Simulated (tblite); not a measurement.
# BCl3H3P: the cost of one run

Computed with tblite 0.8.0 and PySCF 2.14.0; each step states its level. No surroundings beyond the atoms listed, unless a continuum is named. Atoms count from 0, parts from 1.

### Step 1. Starting point

8 atoms, charge 0, multiplicity 1; geometry: rigid parts in contact. Parts: 1 = atoms 0–3, `ClB(Cl)Cl`, charge 0; 2 = atoms 4–7, `P`, charge 0.

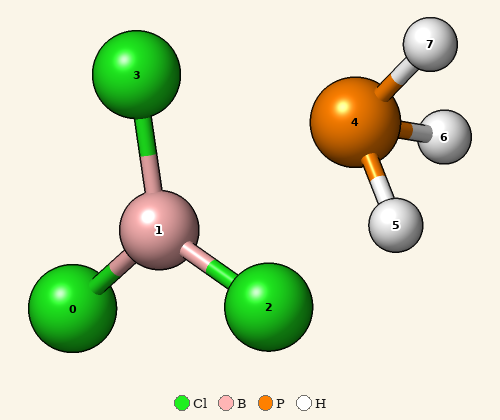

The starting geometry (chlorine green, boron pink, phosphorus orange, hydrogen white), atoms numbered.

### Step 2. Docking the parts with GFN2-xTB

What the job is given:

```
{"job": {"kind": "dock", "xc": "GFN2-xTB", "basis": "xTB"}, "charge": 0, "multiplicity": 1, "parts": [{"atoms": "0-3", "charge": 0, "multiplicity": 1}, {"atoms": "4-7", "charge": 0, "multiplicity": 1}]}
Cl     1.284081    -0.469384    -1.049536
B     -0.000003    -0.000049    -0.000258
Cl    -1.465401     0.625927    -0.656586
Cl     0.181323    -0.156495     1.706380
P     -1.245552    -2.798719     0.455659
H     -1.934688    -2.035144    -0.474225
H     -1.785379    -3.979379    -0.031498
H     -2.254123    -2.661862     1.397659
```

Level: GFN2-xTB search for minima from random contacts, gas phase.

Run with:

```bash
$ OMP_NUM_THREADS=1 python cluster_run.py task.json out
```

This one command runs all jobs of the session in turn.

**Question.** How long does this first job take on 1 thread of Arm Neoverse V2, shared host?

About 10 s.
